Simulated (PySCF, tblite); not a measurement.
# B₅H₅S: changes of charge

Wanted: changes of charge for B₅H₅S.

Programs: tblite 0.8.0 and PySCF 2.14.0, with routines of our own; each step states its level. All values are computed. Atoms count from 0.

### 1 The starting structure

11 atoms, charge 0, multiplicity 1; geometry from: start built from the parent or by distance geometry.

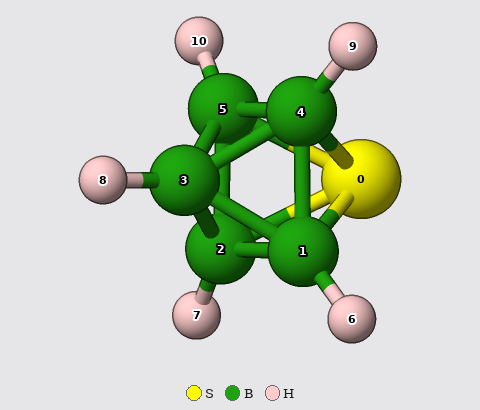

The starting geometry (sulfur yellow, boron green, hydrogen pink).

### 2 Relaxing the molecule with GFN2-xTB

Job settings and geometry (Å):

```
{"job": {"kind": "relax", "xc": "GFN2-xTB", "basis": "xTB"}, "charge": 0, "multiplicity": 1}
S      0.448500     1.281900    -0.847000
B     -1.114600     0.545900     0.011300
B      0.361500     0.659600     0.975100
B     -0.288700    -0.841600     0.542800
B     -0.284500    -0.481300    -1.084500
B      1.154900    -0.353400    -0.170000
H     -2.122800     1.116200     0.015800
H      0.702900     1.369100     1.851800
H     -0.593600    -1.806200     1.179100
H     -0.534700    -0.865000    -2.167100
H      2.281900    -0.619900    -0.359300
```

On the command line:

```
$ OMP_NUM_THREADS=1 python redox_run.py task.json out
```

This one command runs all jobs of the session in turn.

The log of the run:

```text
step      E/eV     max force
  0    -325.53630    1.105
  1    -325.56072    0.272
  2    -325.56422    0.145
  3    -325.56651    0.114
  4    -325.56727    0.074
  5    -325.56751    0.051
  6    -325.56767    0.045
  7    -325.56783    0.037
  8    -325.56790    0.018
  9    -325.56793    0.014
 10    -325.56795    0.016
 11    -325.56798    0.019
 12    -325.56801    0.014
 13    -325.56802    0.012
 14    -325.56803    0.009
```

Run time: 0.07 s. Hardware: 1 thread of Arm Neoverse V1, shared host.

Step by step:

```csv
step,energy from step 0 (eV),largest force (eV/Å)
0,0.0000,1.1050
1,-0.0244,0.2718
2,-0.0279,0.1448
3,-0.0302,0.1142
4,-0.0310,0.0744
5,-0.0312,0.0514
6,-0.0314,0.0447
7,-0.0315,0.0372
8,-0.0316,0.0179
9,-0.0316,0.0137
10,-0.0317,0.0161
11,-0.0317,0.0189
12,-0.0317,0.0142
13,-0.0317,0.0118
14,-0.0317,0.0088
```

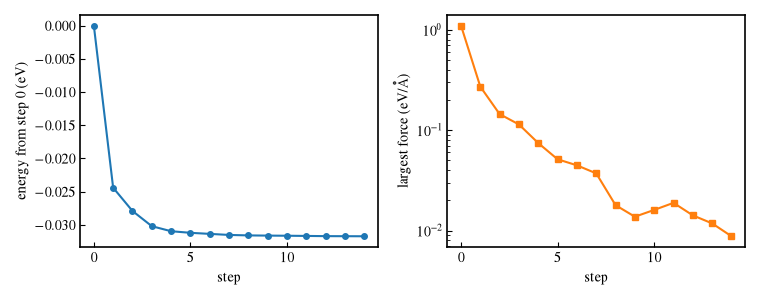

Energy and force, step by step.

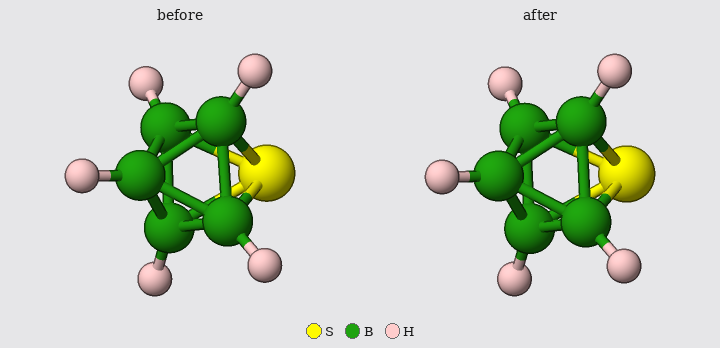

The geometry before (left) and after (right).

Distances of close pairs at the start and the end, largest changes first:

```csv
bond,before (Å),after (Å),change (Å)
B1–B2,1.767,1.729,-0.038
B3–B4,1.667,1.700,+0.033
B3–H8,1.195,1.171,-0.024
B4–B5,1.710,1.730,+0.020
B3–B5,1.682,1.700,+0.017
S0–B5,1.906,1.920,+0.014
B1–B4,1.716,1.728,+0.012
B1–H6,1.158,1.170,+0.011
```

The final coordinates are the input of the step that follows.

### 3 Harmonic vibrations with GFN2-xTB

Job settings and geometry (Å):

```
{"job": {"kind": "ir", "xc": "GFN2-xTB", "basis": "xTB"}, "charge": 0, "multiplicity": 1}
S      0.435569     1.285108    -0.850636
B     -1.100297     0.542696     0.031403
B      0.348369     0.667569     0.966121
B     -0.287268    -0.855055     0.558259
B     -0.283994    -0.477833    -1.099241
B      1.166373    -0.352157    -0.164924
H     -2.118249     1.118399     0.021541
H      0.698219     1.360586     1.840842
H     -0.604680    -1.795869     1.178609
H     -0.530832    -0.865260    -2.175088
H      2.287658    -0.622844    -0.358803
```

The log of the run:

```text
mode    cm-1     km/mol
  1     269.7      2.29
  2     270.5      2.26
  3     406.7      0.00
  4     537.9     15.63
  5     614.3      1.00
  6     614.9      5.11
  7     615.1      5.95
  8     675.5      0.01
  9     700.6      0.00
 10     733.4     34.92
 11     733.8     34.99
 12     737.0     27.27
 13     781.1      0.01
 14     781.2      0.01
 15     838.0      0.01
 16     843.6      2.27
 17     843.7      1.91
 18     850.0      0.01
 19     852.4    229.51
 20     947.5     16.57
 21     948.1     16.40
 22     985.4     27.94
 23    2632.3    172.73
 24    2642.5     85.30
 25    2644.4    261.20
 26    2645.0    247.02
 27    2661.2     22.86
ZPE 172.299  H(298)-E 190.187  G(298)-E 101.057 kJ/mol  S 298.94 J/(mol K)
```

Wall time 0.28 s (1 thread of Arm Neoverse V1, shared host).

The strongest bands and the atoms that carry them (share of the mass-weighted mode):

```csv
cm⁻¹,km/mol,atoms
733,34.9,"H8 20 %, H7 16 %, H9 16 %, H10 13 %"
734,35.0,"H8 19 %, H6 17 %, H10 16 %, H9 13 %"
852,229.5,"H9 14 %, H10 14 %, B4 12 %, B5 12 %"
985,27.9,"B3 36 %, B2 12 %, B5 12 %, B4 12 %"
2632,172.7,H8 81 %
2642,85.3,"H9 57 %, H10 26 %"
2644,261.2,"H7 44 %, H10 30 %, H9 14 %"
2645,247.0,"H6 56 %, H7 22 %, H10 13 %"
```

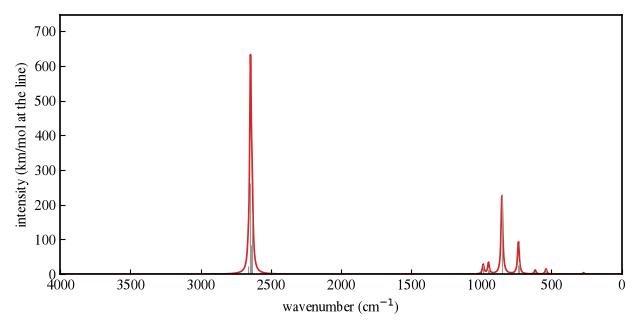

The infrared spectrum from these modes, unscaled. Lines are broadened to a width of 14 cm⁻¹ (Lorentzian).

### 4 Optimising the geometry at PBE0-D3(BJ)/ma-def2-SVP

The job, as its differences from that of step 3:

```diff
@@ -1,2 +1,2 @@
-{"job": {"kind": "ir", "xc": "GFN2-xTB", "basis": "xTB"}, "charge": 0, "multiplicity": 1}
+{"job": {"xc": "PBE0", "basis": "ma-def2-SVP", "d3": "d3bj", "grid": 1, "kind": "geom"}, "charge": 0, "multiplicity": 1}
 S      0.435569     1.285108    -0.850636
```

The log of the run:

```text
step   0  E = -524.98062432  max force = 0.015911
step   1  E = -524.98547920  max force = 0.005898
step   2  E = -524.98576161  max force = 0.001073
step   3  E = -524.98576773  max force = 0.000140
optimisation converged
```

Run time: 23 s. Hardware: 1 thread of Arm Neoverse V1, shared host; peak memory 0.55 GiB.

Along the way:

```csv
step,energy from step 0 (eV),largest force component (eV/Å)
0,0.0000,0.8182
1,-0.1321,0.3033
2,-0.1398,0.0552
3,-0.1400,0.0072
```

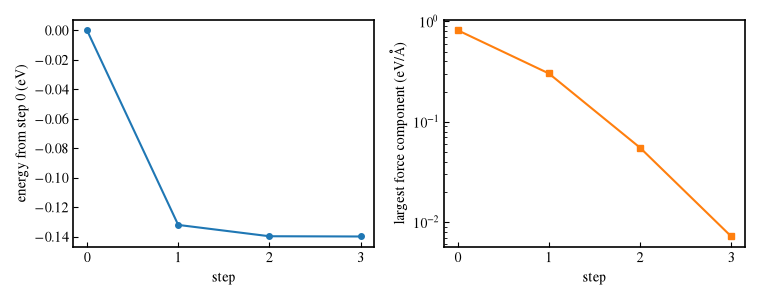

Energy and force, step by step.

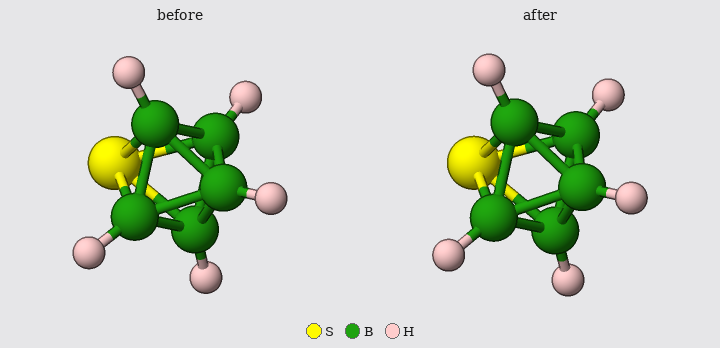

Before and after, at one scale.

Distances of close pairs at the start and the end, largest changes first:

```csv
bond,before (Å),after (Å),change (Å)
B1–B4,1.728,1.776,+0.048
B1–B2,1.729,1.776,+0.048
B2–B5,1.729,1.776,+0.047
B4–B5,1.730,1.776,+0.046
B3–H8,1.171,1.197,+0.027
S0–B5,1.920,1.946,+0.026
S0–B4,1.920,1.946,+0.025
B1–H6,1.170,1.194,+0.025
```

The final coordinates are the input of the step that follows.

```csv
at the end point,value
point group (found at 0.08 Å tolerance),C4v
"rotational constants (GHz, main isotopes)","5.408, 4.019, 4.019"
dipole moment (D),1.27
```

### 5 Single point (B5H5S): PBE0-D3(BJ)/ma-def2-SVP

Geometry: PBE0-D3(BJ)/ma-def2-SVP.

Job settings and geometry (Å):

```
{"job": {"kind": "sp", "xc": "PBE0", "basis": "ma-def2-SVP", "d3": "d3bj", "grid": 2}, "charge": 0, "multiplicity": 1}
S      0.431524     1.304185    -0.854805
B     -1.130603     0.556878     0.030647
B      0.358553     0.690572     0.989566
B     -0.271867    -0.827038     0.534219
B     -0.285475    -0.482504    -1.135706
B      1.202850    -0.348574    -0.176679
H     -2.189043     1.110018     0.046234
H      0.703930     1.369338     1.909602
H     -0.591232    -1.793721     1.164656
H     -0.547763    -0.909999    -2.219668
H      2.344379    -0.650480    -0.356341
```

The log of the run:

```text
coarse grid: 10160 points
cycle   1  E = -524.8677314724  dE =  1.347e+00  |g| = 4.445e-01  |ddm| = 5.403e+00
cycle   2  E = -524.7647997291  dE =  1.029e-01  |g| = 7.173e-01  |ddm| = 2.981e+00
cycle   3  E = -524.9310176411  dE = -1.662e-01  |g| = 4.484e-02  |ddm| = 2.326e+00
cycle   4  E = -524.9313886224  dE = -3.710e-04  |g| = 3.308e-02  |ddm| = 2.015e-01
cycle   5  E = -524.9317368108  dE = -3.482e-04  |g| = 3.056e-03  |ddm| = 8.664e-02
cycle   6  E = -524.9317397135  dE = -2.903e-06  |g| = 3.550e-04  |ddm| = 1.557e-02
final grid: 94648 points
cycle   7  E = -524.9857473092  dE = -1.776e-05  |g| = 1.099e-02  |ddm| = 1.535e-01
cycle   8  E = -524.9856952656  dE =  5.204e-05  |g| = 1.679e-02  |ddm| = 5.909e-02
cycle   9  E = -524.9857826250  dE = -8.736e-05  |g| = 1.595e-03  |ddm| = 4.233e-02
cycle  10  E = -524.9857835087  dE = -8.837e-07  |g| = 2.471e-04  |ddm| = 4.652e-03
cycle  11  E = -524.9857835261  dE = -1.739e-08  |g| = 2.212e-05  |ddm| = 8.799e-04
cycle  12  E = -524.9857835263  dE = -1.371e-10  |g| = 7.364e-06  |ddm| = 9.641e-05
converged SCF energy = -524.9857835263
```

Wall time 4.7 s (1 thread of Arm Neoverse V1, shared host); peak memory 0.55 GiB.

### 6 Single point (B5H5S− (doublet)): PBE0-D3(BJ)/ma-def2-SVP

Geometry: PBE0-D3(BJ)/ma-def2-SVP, that of another charge or spin state.

The job, as its differences from that of step 5:

```diff
@@ -1,2 +1,2 @@
-{"job": {"kind": "sp", "xc": "PBE0", "basis": "ma-def2-SVP", "d3": "d3bj", "grid": 2}, "charge": 0, "multiplicity": 1}
+{"job": {"kind": "sp", "xc": "PBE0", "basis": "ma-def2-SVP", "d3": "d3bj", "grid": 2}, "charge": -1, "multiplicity": 2}
 S      0.431524     1.304185    -0.854805
```

The log of the run:

```text
final grid: 94648 points
cycle   1  E = -524.8929023562  dE =  4.531e-02  |g| = 3.200e-01  |ddm| = 1.201e+03
cycle   2  E = -524.8045637834  dE =  8.834e-02  |g| = 4.882e-01  |ddm| = 1.156e+03
cycle   3  E = -524.9678496674  dE = -1.633e-01  |g| = 3.352e-02  |ddm| = 4.032e+02
cycle   4  E = -524.9689607058  dE = -1.111e-03  |g| = 1.410e-02  |ddm| = 1.325e+02
cycle   5  E = -524.9690689484  dE = -1.082e-04  |g| = 7.676e-03  |ddm| = 2.007e+01
cycle   6  E = -524.9691078478  dE = -3.890e-05  |g| = 3.714e-03  |ddm| = 7.592e+00
cycle   7  E = -524.9691188020  dE = -1.095e-05  |g| = 2.387e-03  |ddm| = 7.895e+00
cycle   8  E = -524.9691265956  dE = -7.794e-06  |g| = 1.217e-03  |ddm| = 1.181e+01
cycle   9  E = -524.9691296802  dE = -3.085e-06  |g| = 2.988e-04  |ddm| = 1.134e+01
cycle  10  E = -524.9691298807  dE = -2.004e-07  |g| = 9.213e-05  |ddm| = 2.690e+00
cycle  11  E = -524.9691299034  dE = -2.271e-08  |g| = 4.802e-05  |ddm| = 5.757e-01
cycle  12  E = -524.9691299169  dE = -1.352e-08  |g| = 2.740e-05  |ddm| = 4.270e-01
cycle  13  E = -524.9691299290  dE = -1.204e-08  |g| = 2.382e-05  |ddm| = 2.656e-01
cycle  14  E = -524.9691299535  dE = -2.456e-08  |g| = 2.195e-05  |ddm| = 5.787e-01
cycle  15  E = -524.9691300187  dE = -6.518e-08  |g| = 1.701e-05  |ddm| = 1.974e+00
cycle  16  E = -524.9691300490  dE = -3.025e-08  |g| = 1.485e-05  |ddm| = 1.422e+00
cycle  17  E = -524.9691300669  dE = -1.796e-08  |g| = 7.064e-06  |ddm| = 1.507e+00
cycle  18  E = -524.9691300702  dE = -3.252e-09  |g| = 4.655e-06  |ddm| = 6.123e-01
converged SCF energy = -524.9691300702
```

It took 16 s on 1 thread of Arm Neoverse V1, shared host; peak memory 0.56 GiB.

### 7 Relaxing the molecule with GFN2-xTB

This step treats B₅H₅S− (doublet).

Job settings and geometry (Å):

```
{"job": {"kind": "relax", "xc": "GFN2-xTB", "basis": "xTB"}, "charge": -1, "multiplicity": 2}
S      0.447800     1.298100    -0.860100
B     -1.141300     0.565500     0.007600
B      0.376000     0.683000     0.992800
B     -0.274400    -0.812400     0.513600
B     -0.288700    -0.486300    -1.124400
B      1.191900    -0.350300    -0.185500
H     -2.188600     1.115800     0.035200
H      0.715400     1.378400     1.914600
H     -0.582200    -1.800600     1.163400
H     -0.557100    -0.912700    -2.214400
H      2.337500    -0.654400    -0.363200
```

The log of the run:

```text
step      E/eV     max force
  0    -327.86699    4.353
  1    -328.20880    2.637
  2    -328.58947    1.022
  3    -328.64417    0.695
  4    -328.70944    0.634
  5    -328.74368    0.606
  6    -328.80287    0.655
  7    -328.83134    0.512
  8    -328.87871    0.589
  9    -328.90254    0.572
 10    -328.96429    0.531
 11    -328.99153    0.569
 12    -329.02172    0.721
 13    -329.06613    0.885
 14    -329.12960    0.941
 15    -329.18934    0.998
 16    -329.29709    0.855
 17    -329.31934    0.408
 18    -329.34519    0.333
 19    -329.37051    0.434
 20    -329.38419    0.248
 21    -329.39197    0.221
 22    -329.39743    0.238
 23    -329.40561    0.212
 24    -329.40947    0.183
 25    -329.41149    0.143
 26    -329.41319    0.107
 27    -329.41500    0.116
 28    -329.41637    0.084
 29    -329.41703    0.054
 30    -329.41734    0.051
 31    -329.41765    0.044
 32    -329.41804    0.043
 33    -329.41836    0.039
 34    -329.41851    0.023
 35    -329.41857    0.021
 36    -329.41863    0.022
 37    -329.41870    0.022
 38    -329.41874    0.018
 39    -329.41876    0.011
 40    -329.41877    0.009
```

Wall time 0.21 s (1 thread of Arm Neoverse V1, shared host).

The steps of the relaxation: (not every step is listed)

```csv
step,energy from step 0 (eV),largest force (eV/Å)
0,0.0000,4.3532
1,-0.3418,2.6368
2,-0.7225,1.0218
3,-0.7772,0.6953
4,-0.8424,0.6345
5,-0.8767,0.6058
6,-0.9359,0.6555
7,-0.9644,0.5122
8,-1.0117,0.5895
10,-1.0973,0.5312
12,-1.1547,0.7213
14,-1.2626,0.9409
16,-1.4301,0.8552
18,-1.4782,0.3334
20,-1.5172,0.2479
22,-1.5304,0.2378
24,-1.5425,0.1831
26,-1.5462,0.1073
28,-1.5494,0.0844
30,-1.5504,0.0507
32,-1.5511,0.0432
34,-1.5515,0.0234
35,-1.5516,0.0206
36,-1.5516,0.0223
37,-1.5517,0.0217
38,-1.5518,0.0185
39,-1.5518,0.0112
40,-1.5518,0.0085
```

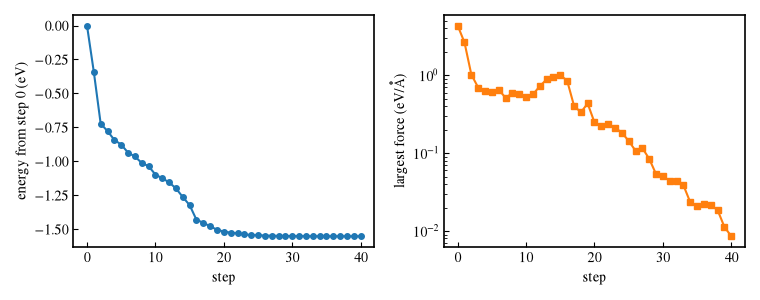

Energy and largest force along the relaxation.

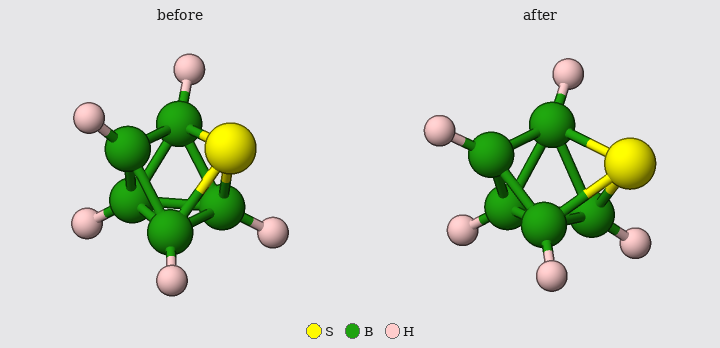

The geometry before (left) and after (right).

Distances of close pairs at the start and the end, largest changes first:

```csv
bond,before (Å),after (Å),change (Å)
S0–B4,1.948,2.628,+0.679
B2–B5,1.767,1.876,+0.109
B2–B3,1.700,1.595,-0.105
B3–B5,1.689,1.787,+0.098
B1–B4,1.765,1.674,-0.091
B4–B5,1.758,1.673,-0.085
B1–B3,1.705,1.784,+0.079
S0–B5,1.930,2.003,+0.072
```

The next job starts from the end point, and lists it.

### 8 Vibrational analysis with GFN2-xTB

Job settings and geometry (Å):

```
{"job": {"kind": "ir", "xc": "GFN2-xTB", "basis": "xTB"}, "charge": -1, "multiplicity": 2}
S      0.621648     1.697383    -0.497551
B     -1.029996     0.593921    -0.250021
B      0.339958     0.618819     1.034276
B     -0.254979    -0.786556     0.572151
B     -0.355574    -0.657668    -1.133029
B      1.111443    -0.243546    -0.442779
H     -2.035802     1.227904    -0.117836
H      0.643281     1.152403     2.058059
H     -0.577336    -1.752518     1.195651
H     -0.712487    -1.363717    -2.031589
H      2.285945    -0.462409    -0.507532
```

The log of the run:

```text
mode    cm-1     km/mol
  1     207.1      1.89
  2     273.1      5.89
  3     367.5     22.45
  4     380.8      1.31
  5     426.6      2.80
  6     442.8      4.97
  7     572.2     16.24
  8     610.0      4.48
  9     640.3     19.16
 10     681.9     89.50
 11     700.4     12.04
 12     741.1     17.34
 13     754.3     17.83
 14     775.9     55.06
 15     796.8     10.19
 16     809.9     10.67
 17     854.7    185.25
 18     868.3      9.01
 19     883.7      8.23
 20     903.4     12.78
 21     972.3     65.94
 22    1051.6     30.64
 23    2329.6    460.89
 24    2337.5    927.30
 25    2349.2    361.56
 26    2362.1    561.31
 27    2408.5    224.90
ZPE 158.514  H(298)-E 178.065  G(298)-E 80.508 kJ/mol  S 327.21 J/(mol K)
```

Run time: 0.3 s. Hardware: 1 thread of Arm Neoverse V1, shared host.

Which atoms move in the most intense modes:

```csv
cm⁻¹,km/mol,atoms
682,89.5,"H7 50 %, H6 14 %, H10 14 %"
855,185.2,"H6 37 %, H10 37 %"
972,65.9,"B4 29 %, B3 15 %, B1 12 %, B5 12 %"
2330,460.9,"H9 73 %, H10 11 %"
2338,927.3,"H10 48 %, H6 44 %"
2349,361.6,"H8 50 %, H6 22 %, H10 16 %"
2362,561.3,"H7 58 %, H8 16 %"
2408,224.9,"H7 34 %, H8 24 %, H6 12 %, H10 11 %"
```

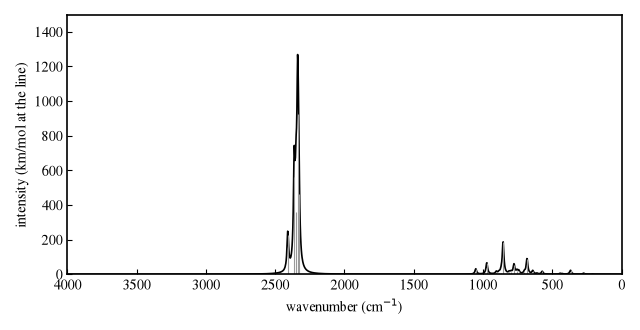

The infrared spectrum from these modes, unscaled. Lines are broadened to a width of 14 cm⁻¹ (Lorentzian).

[end of part 1 of 2]
